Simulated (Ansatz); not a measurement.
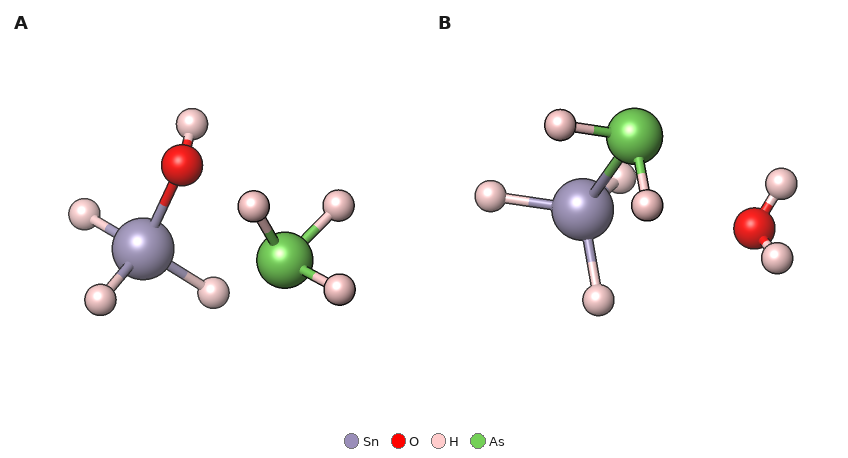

2 stationary structures of one formula. Geometries: PBE0-D4/def2-TZVP. Electronic energies: CCSD(T)/CBS (MP2 limit from def2-TZVPP and def2-QZVPP plus CCSD(T) − MP2) (Ansatz 0.2.0), without zero-point energy. Each is one conformer, not always the lowest.

**Which is lowest in energy, and by how much?**

B is lowest (a minimum); A lies 10.7 kcal/mol above it (a minimum).

Give E(B) − E(A) in kcal/mol at these levels too: CCSD(T)/CBS (MP2 limit from def2-TZVPP and def2-QZVPP plus CCSD(T) − MP2); PBE-D4/def2-TZVPP; B3LYP-D4/def2-TZVPP; ωB97M-V/def2-SVP; direct RPA on PBE orbitals (frozen core)/def2-TZVPP; B2PLYP (frozen core)/def2-TZVPP; BHLYP-D4/def2-TZVPP; r2SCAN-D4/def2-TZVPP.

```tsv
level	E(B) − E(A) (kcal/mol)
CCSD(T)/CBS (MP2 limit from def2-TZVPP and def2-QZVPP plus CCSD(T) − MP2)	−10.7
PBE-D4/def2-TZVPP	−11.8
B3LYP-D4/def2-TZVPP	−10.2
ωB97M-V/def2-SVP	−12.8
direct RPA on PBE orbitals (frozen core)/def2-TZVPP	−8.2
B2PLYP (frozen core)/def2-TZVPP	−9.6
BHLYP-D4/def2-TZVPP	−10.5
r2SCAN-D4/def2-TZVPP	−10.5
```
